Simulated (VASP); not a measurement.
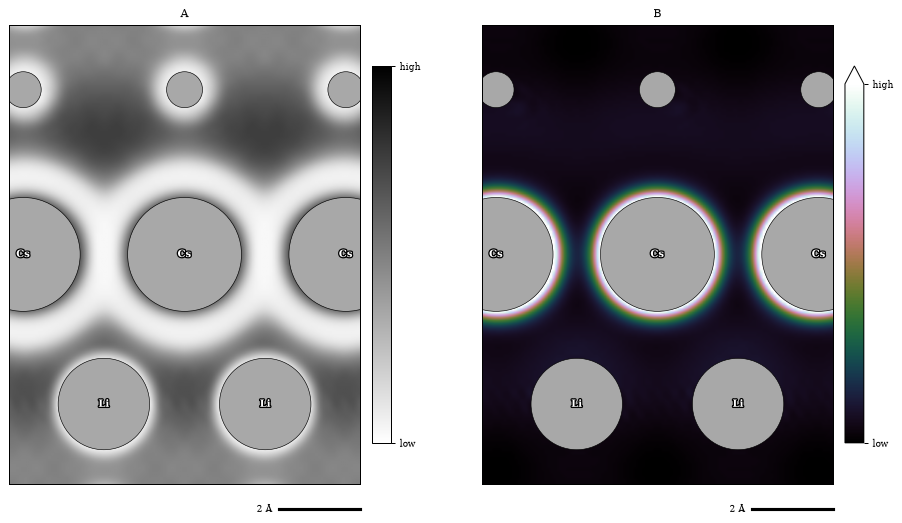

CsLi2: 2 fields on the (011̄) plane of the conventional cell, with unlabelled colour scales. Grey discs cover the atomic cores.

Space group P-6m2; a generated structure, not necessarily the stable one.

All numbers below come from Kohn-Sham DFT of a periodic cell, r2SCAN, VASP PAW PBE potentials, recommended (VASP 6.6.1).

Q: The panels show electron localisation function and valence pseudo-density in some order. Assign them.

A: Panel A: electron localisation function. Panel B: valence pseudo-density. From the grid: Cs–Cs (3.97 Å): the density is about 0.04 e/Å³ at the midpoint; the ELF is about 0 at the midpoint: no localised pair shows between them. Cs–Li (4.18 Å): the density is about 0.03 e/Å³ at the midpoint; the ELF is about 0.10 at the midpoint (no localised pair shows between them).
